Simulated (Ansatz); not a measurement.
# Kohn anomalies in Cu-Os-Cu stack of (111) layers

Aim: see how the phonons of Cu-Os-Cu stack of (111) layers along the first symmetry line respond to the electronic smearing. The first relaxation steps of the session are not shown, so no cell shown is the starting entry, unless a step says so.

Method: DFT PBEsol, scalar-relativistic, plane waves, PAW; PAW set soft_1, in Ansatz 0.2.0.

## Step 1: The cell after earlier relaxation steps

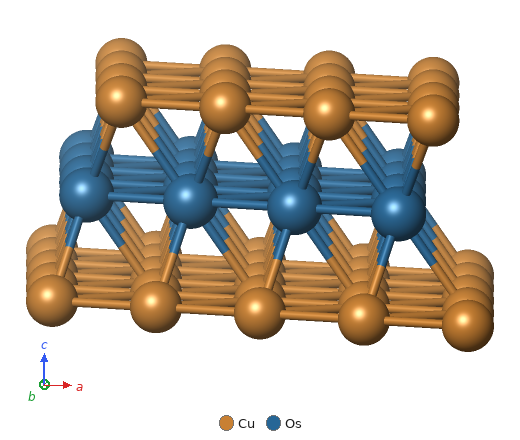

Start, viewed nearly edge on; copper orange, osmium blue. 4×4×1 cells are drawn. Some periodic images of atoms are drawn too.

The cell holds 3 atoms: 2 Cu and 1 Os. Cell: a = 2.588 Å, b = 2.588 Å, c = 32.649 Å, α = 90.0°, β = 90.0°, γ = 120.0°. Vacuum lies along c.

## Step 2: Relaxing tightly for phonons

Phonons are second derivatives about the minimum, so the remaining forces must be small: the thresholds are tightened. Earlier relaxation steps are not shown.

The input, input.yaml:

```yaml
crystal:
  lattice:
    - [2.5877170058, 0.0, 0.0]
    - [-1.2938585029, 2.2410286649, 0.0]
    - [0.0, 0.0, 32.6490652006]
  atoms:
    - { symbol: Cu, position: [0.0, 0.0, 0.1701497767] }
    - { symbol: Os, position: [0.3333333333, 0.6666666667, 0.2362170234] }
    - { symbol: Cu, position: [0.6666666667, 0.3333333333, 0.3022842702] }
  periodic: [true, true, false]
kpoints:
  mp_grid: { grid: [12, 12, 1] }
hamiltonian:
  xc: pbesol
  pseudopotentials: { kind: paw, azcp: { folder: soft_1 }, xc_functional: pbe }
scf:
  occupations: { method: methfessel_paxton, width: 0.2 }
output:
  forces: true
  stress: true
  eigenvalues: true
  write_density: true
  write_potential: true
  elf: true
  volumetric_format: npy
relax:
  adjacent_minimum: "off"
  f_tol: 0.001
  max_steps: 60
  cell: { stress_2d_tol: 0.002 }
```

Launch:

```bash
ansatz run input.yaml --threads 4 --pin off --max-ram 12288MiB --backend cpu --events-out ev --progress --plain --runs-dir out
```

Numbers of over 12 decimals in the logs are rounded to 6 here.

The program printed:

```text
[the first part of the log is left out]
  E_paw        = -12474.037238  (= ΣΔE_a)
  E_vpaw       = -1734.608580  (= ΣTr[D̂ρ^β])
  E_aug_tail   = 0.002288  (compensation charges beyond the density's cutoff)
  E_ewald      = 129337.632535
  E_core_change = 0.660403  (= ΣΔE_core)
  E_smearing   = -0.006470  (= −TS)
  E_closure    = -0.000000  (closes the sum)
  Σ components = -24427.583752   (vs F -24427.583752, Δ=0.00e0)
--- Forces (eV/Å), atoms counted from 1 ---
  atom   1  Cu     0.00000000     0.00000000     0.00098630
  atom   2  Os    -0.00000000     0.00000000     0.00000000
  atom   3  Cu    -0.00000000    -0.00000000    -0.00098630
  max |Σ_I F_I| component: 9.25e-18 eV/Å
--- 2D stress c σ (N/m, compression-positive) ---
       -0.000393       0.000000       0.000000
        0.000000      -0.000393       0.000000
        0.000000       0.000000       0.000000
  P = ½ c Tr σ = -0.0004 N/m
--- Band table (eV; the first three rows and the last of 19) ---
  k-point 0: bands = ["-117.3520", "-117.3520", "-91.5974", "-74.8699", "-74.8695", "-74.8447", "-74.8447", "-74.8447", "-74.8447", "-51.0182", "-50.3390", "-50.3390", "-15.0261", "-11.8818", "-11.8274", "-8.3964", "-8.2822", "-8.0963", "-8.0963", "-7.9656", "-7.9656", "-7.9491", "-7.9491", "-7.2354", "-7.2354", "-6.9410", "-6.9410", "-6.4358", "-5.1589", "-3.9421", "-3.9421", "-0.3813", "-0.1855"]
  k-point 1: bands = ["-117.3515", "-117.3515", "-91.5895", "-74.8693", "-74.8689", "-74.8495", "-74.8495", "-74.8460", "-74.8459", "-51.0056", "-50.4289", "-50.3597", "-14.7130", "-11.7171", "-11.5934", "-8.4908", "-8.3722", "-8.2280", "-7.9974", "-7.9682", "-7.9671", "-7.8774", "-7.8382", "-7.4660", "-7.2652", "-7.1107", "-6.8435", "-6.0576", "-5.4712", "-4.0183", "-3.3996", "-0.1889", "0.0452"]
  k-point 2: bands = ["-117.3500", "-117.3500", "-91.5677", "-74.8677", "-74.8674", "-74.8625", "-74.8625", "-74.8493", "-74.8493", "-50.9713", "-50.6703", "-50.4158", "-13.8711", "-11.2987", "-10.9820", "-8.9622", "-8.5635", "-8.3466", "-8.1103", "-7.9686", "-7.7640", "-7.7226", "-7.6717", "-7.5675", "-7.3819", "-7.3296", "-6.3158", "-5.8588", "-5.2478", "-4.2183", "-2.3891", "0.3830", "0.7186"]
  k-point 18: bands = ["-117.3431", "-117.3431", "-91.4630", "-74.8951", "-74.8950", "-74.8948", "-74.8948", "-74.8602", "-74.8602", "-51.2310", "-51.2310", "-50.8048", "-9.9989", "-9.9989", "-9.4996", "-9.2267", "-9.2267", "-8.3502", "-8.0616", "-8.0616", "-8.0272", "-8.0058", "-6.9943", "-6.9943", "-6.5894", "-6.5894", "-5.1116", "-0.5405", "-0.0108", "-0.0108", "0.3072", "1.7755", "1.7755"]
--- Relaxed structure (3 steps of the walk, 3 accepted, 1 SCFs on fresh bases) ---
  F+E_penalty+E_count = -24427.58375207 eV   max|allowed force component| = 9.863e-4 eV/Å   (the final SCF, on the basis selected at the relaxed cell)
  cell:  # Å, volume = 189.4593 Å³
    - [2.588554, 0.0, 0.0]
    - [-1.294277, 2.241754, 0.0]
    - [0.0, 0.0, 32.6490652006]
  atoms:
    - { symbol: Cu, position: [0, 0.0, 0.170157] }
    - { symbol: Os, position: [0.333333, 0.666667, 0.236217] }
    - { symbol: Cu, position: [0.666667, 0.333333, 0.302277] }
```

Elapsed: 9.6 s, on 4 threads of Arm Neoverse V2, shared host; peak memory 0.57 GiB; 36 s of CPU time.

Little changed from the start: no atom moved by 0.005 Å and no cell edge by 0.1 %.

Numbers from this step:

```
metallic on mesh  : yes
gap on the k-mesh : 0 eV
```

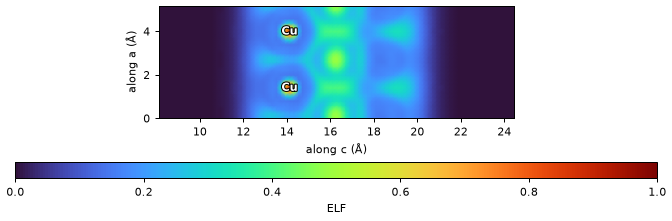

ELF in the ca plane at fractional y = 0.000, with atoms of Cu within 0.2 Å of it. It is the smooth field of the valence electrons, not physical close to the nuclei. The map starts off the cell's origin, so that atoms lie inside it. The far vacuum is left out of the map.

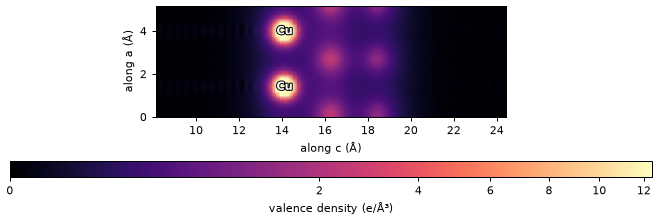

Valence density in the ca plane at fractional y = 0.000, with atoms of Cu within 0.2 Å of it. It is the smooth field of the valence electrons, not physical close to the nuclei. The map starts off the cell's origin, so that atoms lie inside it. The colour scale is stretched toward low values. The far vacuum is left out of the map.

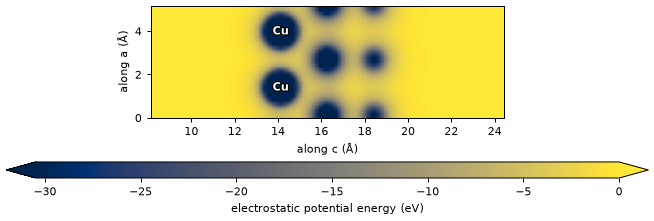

Electrostatic potential energy in the ca plane at fractional y = 0.000, with atoms of Cu within 0.2 Å of it. With pseudopotentials it is smooth inside the atoms' cores, unlike the true potential. The map starts off the cell's origin, so that atoms lie inside it. The far vacuum is left out of the map.

## Step 3: Wavevectors along a line: Fermi–Dirac smearing of 0.1 eV

Each wavevector is solved by itself, so no interpolation smooths a dip of the branch.

The input, input.yaml:

```yaml
crystal:
  lattice:
    - [2.5885542713, 0.0, 0.0]
    - [-1.2942771357, 2.2417537581, 0.0]
    - [0.0, 0.0, 32.6490652006]
  atoms:
    - { symbol: Cu, position: [0.0, 0.0, 0.1701572757] }
    - { symbol: Os, position: [0.3333333333, 0.6666666667, 0.2362170234] }
    - { symbol: Cu, position: [0.6666666667, 0.3333333333, 0.3022767711] }
  periodic: [true, true, false]
kpoints:
  mp_grid: { grid: [18, 18, 1] }
hamiltonian:
  xc: pbesol
  pseudopotentials: { kind: paw, azcp: { folder: soft_1 }, xc_functional: pbe }
scf:
  occupations: { method: fermi_dirac, width: 0.1 }
output:
  eigenvalues: true
phonons:
  method: dfpt
  qpoints:
    - [0, 0, 0]
    - [0.166666667, 0.0, 0.0]
    - [0.333333333, 0.0, 0.0]
    - [0.5, 0.0, 0.0]
```

The program printed:

```text
Warning: crystal.symmetry: narrowed to the stabiliser of the run's FFT grids — unitary ops 12 → 6. A phonons.method: dfpt run fills in the rows of the dynamical matrix that it does not solve by its symmetry operations, which is exact only for operations that map its FFT grids onto themselves: filled in by any other, the frequencies could depend on the order in which like atoms are typed, or, by more than the grids' own error, on where the crystal sits among the grids' points. Excluded: 6 operations. The run can therefore solve more perturbations, solve them on more k-points, or both, and cost more. [rest of the remark cut]
The run solves and reports these wavevectors of phonons.qpoints, in the list's order, at another value: [0.166666667, 0.0, 0.0] as [0.166667, 0.0, 0.0], [0.333333333, 0.0, 0.0] as [0.333333, 0.0, 0.0].
[...]
Crystal: 3 atoms, lattice volume = 189.459 Å³
Basis set: ecut = 420 eV, 3787 PW (Γ), exchange–correlation on 36×36×450 points (8 copies of the dense FFT grid, shifted against one another)
Bands: 33, of which v1, the nominal top of the filled ones, is band 27 counted from 1 (26 counted from 0)
Symmetry: 12 space group operations
k-points: 37 of 324 (irreducible under 6 space group operations, time reversal used)
[...]
SCF iter   1: F=—  HF=-24432.971543 eV  |F-HF|=—  |Δ(HF+E_count)|=         —  Δρ=1.99e-1  dr2=8.53e1  ethr=3.10e-3  ⟨swp⟩=17.4  Hψ=10167  notcnv=0
[...]
SCF iter  15: F=-24427.636466 eV  HF=-24427.636466 eV  |F-HF|=1.82e-11  |Δ(HF+E_count)|=  6.55e-11  Δρ=4.91e-8  dr2=2.74e-12  ethr=1.00e-12  ⟨swp⟩=19.7  Hψ=9994  notcnv=0
SCF 1 converged in 15 iterations: F = -24427.636466 eV  dr2 = 2.74e-12
[...]
NSCF: frozen V_eff on 37 k-points
[...]
DFPT response loops at q = (0, 0, 0) (fractional): preconditioner auto → none (partly filled bands, converged f_vac=0.755); β = 0.50; Broyden in place of MSR1
[...]
SCF converged after 15 iterations
Free energy (F): -24427.636466 eV
[...]
Internal energy: -24427.554853 eV  (E = F + TS)
E sigma→0 (E₀):  -24427.595659 eV
Entropy (-TS):   -0.081613 eV (-27.204 meV/atom)
Fermi energy:    -5.310910 eV
[...]
--- Band table (eV; the first three rows and the last of 37) ---
  k-point 0: bands = [... 23 lower, -7.2310, -7.2310, -6.9597, -6.9597, -6.4321, -5.1587, -3.9798, -3.9798, ... 2 higher]
  k-point 1: bands = [... 23 lower, -7.3557, -7.2450, -7.0391, -6.9252, -6.2418, -5.3395, -4.0142, -3.6969, ... 2 higher]
  k-point 2: bands = [... 23 lower, -7.5641, -7.2817, -7.2263, -6.7765, -5.8562, -5.5918, -4.1113, -3.1074, ... 2 higher]
  k-point 36: bands = [... 23 lower, -7.0180, -6.5973, -6.5973, -5.1210, -0.5311, -0.0113, -0.0113, 0.2849, ... 2 higher]
--- Phonons (Γ-DFPT): 6 representative perturbations + reference (Σ response iterations 31) ---
  ASR residual: 9.927e-4 → 0.000e0 eV/Å²; symmetrization residual: 9.343e-6 eV/Å²
  The last average, over the group as it would stand without the narrowing to the FFT grids, took up to 6.347e-6 eV/Å² of the zone centre's force constants
  ASR residual per site (eV/Å²): 2.17e-4 9.93e-4 2.06e-4
  Γ frequencies (cm⁻¹): 0.00 0.00 0.00 80.88 80.88 97.98 97.98 162.67 192.12
  non-analytic LO–TO correction: not included (Born effective charges unavailable; polar crystals: no LO–TO splitting at Γ)
--- Phonons (arbitrary-q DFPT): 4 explicit q-points ---
  q = [0, 0, 0] (of the zone-centre solve; hermiticity 1.81e-6, symmetrization 4.75e-11, taken by the last average 6.14e-7): -0.00 0.00 0.00 80.88 80.88 97.98 97.98 162.67 192.12
  q = [0.166667, 0, 0] (6 solved perturbations in 1485 linear systems a pass and spin channel, the states on 324 of 324 k-point pairs; hermiticity 2.98e-6, symmetrization 8.57e-10, taken by the last average 6.32e-7): 27.29 60.92 98.23 104.45 114.12 122.11 141.02 176.91 186.04
[...]
sum rule: each row above includes the acoustic sum rule's correction from the zone centre's row sums; it moved no ω² by more than (1.19 cm⁻¹)²
```

Elapsed: 11 min, on 4 threads; peak memory 3.8 GiB; 43 min of CPU time.

Reading the cycles: dr2 is the Hartree energy of the density residual (eV), the measure of convergence; HF is the Harris–Foulkes estimate of the energy, which meets the free energy F at convergence.

Each wavevector solved by linear response. Table of frequency by |q| along the line; 7 of 9 lines:

```
|q| along the line (Å⁻¹)  mode 1 (cm⁻¹)  mode 2 (cm⁻¹)  mode 3 (cm⁻¹)  mode 4 (cm⁻¹)  mode 5 (cm⁻¹)  mode 6 (cm⁻¹)  mode 7 (cm⁻¹)
                   0.000              0              0              0           80.9           80.9           98.0           98.0
                   0.467           27.3           60.9           98.2            104            114            122            141
                   0.934           47.7           93.3            125            136            137            160            173
                   1.401           53.5           96.2            136            137            145            171            191
```

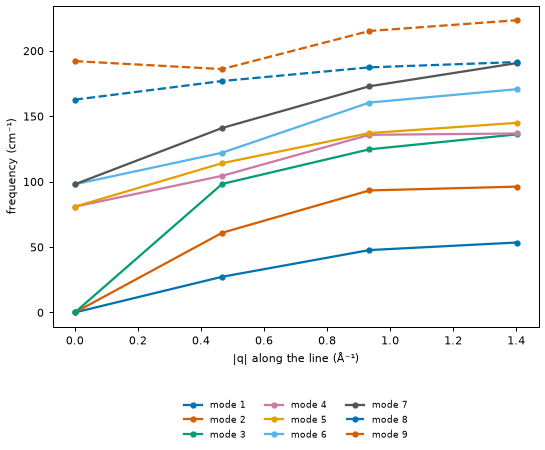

Frequency, plotted against |q| along the line.

## Step 4: Wavevectors along a line: Fermi–Dirac smearing of 0.25 eV

Each wavevector is solved by itself, so no interpolation smooths a dip of the branch.

Changes to input.yaml since step 3:

```diff
@@ -16,3 +16,3 @@
 scf:
-  occupations: { method: fermi_dirac, width: 0.1 }
+  occupations: { method: fermi_dirac, width: 0.25 }
 output:
```

Wider smearing eases the sum over k-points of a metal but moves the result away from its zero-temperature value.

The program printed:

```text
[...]
band count auto-derived: 36 (N_el = 54.0; filled up to band 27; 33 by the electrons, moments and atoms)
[...]
Crystal: 3 atoms, lattice volume = 189.459 Å³
Basis set: ecut = 420 eV, 3787 PW (Γ), exchange–correlation on 36×36×450 points (8 copies of the dense FFT grid, shifted against one another)
Bands: 36, of which v1, the nominal top of the filled ones, is band 27 counted from 1 (26 counted from 0)
Symmetry: 12 space group operations
k-points: 37 of 324 (irreducible under 6 space group operations, time reversal used)
[...]
SCF iter   1: F=—  HF=-24433.501417 eV  |F-HF|=—  |Δ(HF+E_count)|=         —  Δρ=2.02e-1  dr2=8.90e1  ethr=3.10e-3  ⟨swp⟩=16.8  Hψ=11268  notcnv=0
[...]
SCF iter  15: F=-24427.859100 eV  HF=-24427.859100 eV  |F-HF|=1.16e-10  |Δ(HF+E_count)|=  3.75e-10  Δρ=3.50e-8  dr2=1.27e-12  ethr=1.00e-12  ⟨swp⟩=20.3  Hψ=10975  notcnv=0
SCF 1 converged in 15 iterations: F = -24427.859100 eV  dr2 = 1.27e-12
[...]
WARN: eigensolver did not converge (k=7): 1 band(s) unlocked after 2 eigensolves, warm-restarted (20 sweeps on the last) at ethr=3.44e-12 eV (storage-precision floor; scheduled 1.00e-12 eV) (lowest unlocked band 35, counted from 0; max residual 1.15e-5 eV among the unlocked bands, 1.15e-5 eV over every band; other slots of this pass that fall short are told together in one closing line; warning suppressed until the next SCF loop or pass starts)
WARN: eigensolver did not converge in 11 slots of this pass, the one above among them; of largest residual over every band (k=24): 1 band(s) unlocked (lowest unlocked band 35, counted from 0; max residual 1.05e-3 eV among the unlocked bands, 1.05e-3 eV over every band); of lowest unlocked band (k=7): band 35
[...]
SCF converged after 15 iterations
Free energy (F): -24427.859100 eV
[...]
Internal energy: -24427.332500 eV  (E = F + TS)
E sigma→0 (E₀):  -24427.595800 eV
Entropy (-TS):   -0.526600 eV (-175.533 meV/atom)
Fermi energy:    -5.234096 eV
[...]
--- Band table (eV; the first three rows and the last of 37) ---
  k-point 0: bands = [... 23 lower, -7.2494, -7.2494, -6.9464, -6.9464, -6.4275, -5.1471, -3.9039, -3.9039, ... 5 higher]
  k-point 1: bands = [... 23 lower, -7.3727, -7.2630, -7.0279, -6.9064, -6.2382, -5.3165, -3.9387, -3.6361, ... 5 higher]
  k-point 2: bands = [... 23 lower, -7.5805, -7.2987, -7.2189, -6.7375, -5.8483, -5.5653, -4.0370, -3.0642, ... 5 higher]
  k-point 36: bands = [... 23 lower, -6.9971, -6.5962, -6.5962, -5.0914, -0.5241, 0.0043, 0.0043, 0.3255, ... 5 higher]
  ° read free of the cell's end (the report's vacuum.weakly_bound_levels)
[...]
ASR residual: 1.383e-3 → 0.000e0 eV/Å²; symmetrization residual: 1.171e-5 eV/Å²
[...]
ASR residual per site (eV/Å²): 4.66e-4 1.38e-3 4.64e-4
  Γ frequencies (cm⁻¹): 0.00 0.00 0.00 79.60 79.60 96.12 96.12 163.62 194.46
[...]
--- Phonons (arbitrary-q DFPT): 4 explicit q-points ---
[...]
```

Elapsed: 12 min, on 4 threads; peak memory 4 GiB; 47 min of CPU time.

Each wavevector solved by linear response. Frequency against |q| along the line; 7 of 9 lines:

```
|q| along the line (Å⁻¹)  mode 1 (cm⁻¹)  mode 2 (cm⁻¹)  mode 3 (cm⁻¹)  mode 4 (cm⁻¹)  mode 5 (cm⁻¹)  mode 6 (cm⁻¹)  mode 7 (cm⁻¹)
                   0.000              0              0              0           79.6           79.6           96.1           96.1
                   0.467           28.3           62.8           97.6            105            114            122            141
                   0.934           45.8           96.9            125            137            138            160            174
                   1.401           50.9           98.3            136            136            144            172            191
```

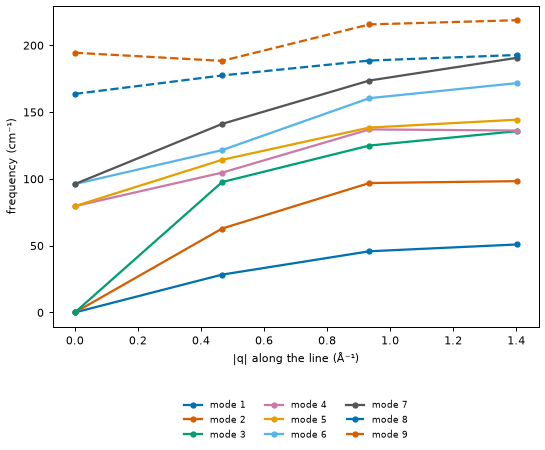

Frequency against |q| along the line.

Against step 3 (now smearing width 0.25 eV), the free energy moves by -74.2 meV an atom.

## Step 5: Phonons along a line: Fermi–Dirac smearing of 0.04 eV

The smearing blurs the Fermi surface that screens the phonons; a Fermi–Dirac width is an electronic temperature.

Changes to input.yaml since step 4:

```diff
@@ -16,3 +16,3 @@
 scf:
-  occupations: { method: fermi_dirac, width: 0.25 }
+  occupations: { method: fermi_dirac, width: 0.04 }
 output:
```

Narrower smearing comes nearer the zero-temperature value but asks more of the mesh.

The program printed:

```text
[...]
Crystal: 3 atoms, lattice volume = 189.459 Å³
Basis set: ecut = 420 eV, 3787 PW (Γ), exchange–correlation on 36×36×450 points (8 copies of the dense FFT grid, shifted against one another)
Bands: 33, of which v1, the nominal top of the filled ones, is band 27 counted from 1 (26 counted from 0)
Symmetry: 12 space group operations
k-points: 37 of 324 (irreducible under 6 space group operations, time reversal used)
[...]
SCF iter   1: F=—  HF=-24432.872805 eV  |F-HF|=—  |Δ(HF+E_count)|=         —  Δρ=1.98e-1  dr2=8.44e1  ethr=3.10e-3  ⟨swp⟩=19.1  Hψ=10517  notcnv=0
[...]
SCF iter  13: F=-24427.604184 eV  HF=-24427.604184 eV  |F-HF|=9.09e-10  |Δ(HF+E_count)|=   1.02e-9  Δρ=8.44e-8  dr2=6.88e-12  ethr=1.00e-12  ⟨swp⟩=23.8  Hψ=11687  notcnv=0
SCF 1 converged in 13 iterations: F = -24427.604184 eV  dr2 = 6.88e-12
[...]
SCF converged after 13 iterations
Free energy (F): -24427.604184 eV
[...]
Internal energy: -24427.593267 eV  (E = F + TS)
E sigma→0 (E₀):  -24427.598726 eV
Entropy (-TS):   -0.010918 eV (-3.639 meV/atom)
Fermi energy:    -5.330001 eV
[...]
--- Band table (eV; the first three rows and the last of 37) ---
  k-point 0: bands = [... 23 lower, -7.2354, -7.2354, -6.9721, -6.9721, -6.4374, -5.1655, -4.0050, -4.0050, ... 2 higher]
  k-point 1: bands = [... 23 lower, -7.3600, -7.2495, -7.0508, -6.9390, -6.2474, -5.3499, -4.0393, -3.7178, ... 2 higher]
  k-point 2: bands = [... 23 lower, -7.5682, -7.2864, -7.2369, -6.7957, -5.8632, -5.6038, -4.1362, -3.1233, ... 2 higher]
  k-point 36: bands = [... 23 lower, -7.0327, -6.6063, -6.6063, -5.1351, -0.5376, -0.0207, -0.0207, 0.2677, ... 2 higher]
[...]
ASR residual: 8.199e-4 → 0.000e0 eV/Å²; symmetrization residual: 8.037e-6 eV/Å²
[...]
ASR residual per site (eV/Å²): 2.20e-4 8.20e-4 2.20e-4
  Γ frequencies (cm⁻¹): 0.00 0.00 0.00 81.65 81.65 98.71 98.71 162.79 191.23
[...]
--- Phonons (arbitrary-q DFPT): 4 explicit q-points ---
[...]
```

The job ended after 12 min (4 threads; peak memory 3.8 GiB).

Each wavevector solved by linear response. Table of frequency by |q| along the line; 7 of 9 lines:

```
|q| along the line (Å⁻¹)  mode 1 (cm⁻¹)  mode 2 (cm⁻¹)  mode 3 (cm⁻¹)  mode 4 (cm⁻¹)  mode 5 (cm⁻¹)  mode 6 (cm⁻¹)  mode 7 (cm⁻¹)
                   0.000              0              0              0           81.7           81.7           98.7           98.7
                   0.467           26.7           60.5           98.5            105            114            123            141
                   0.934           49.4           92.3            125            136            138            161            173
                   1.401           63.4           93.3            137            144            146            171            191
```

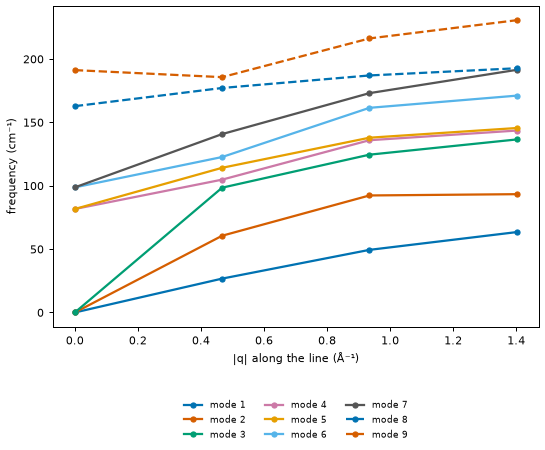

Frequency, plotted against |q| along the line.

Against step 3 (now smearing width 0.04 eV), the free energy moves by +10.8 meV an atom.

[end of part 1 of 2]

[Logs are printed without paths, hosts, clocks, repeated set-up lines and the standing remarks that a program may print on its own settings, such as how far it seeks lower states.]

[Hosts, paths, dates, database ids (printed as entryN), source tags and the programs' standing remarks are cut or masked in the printed files.]
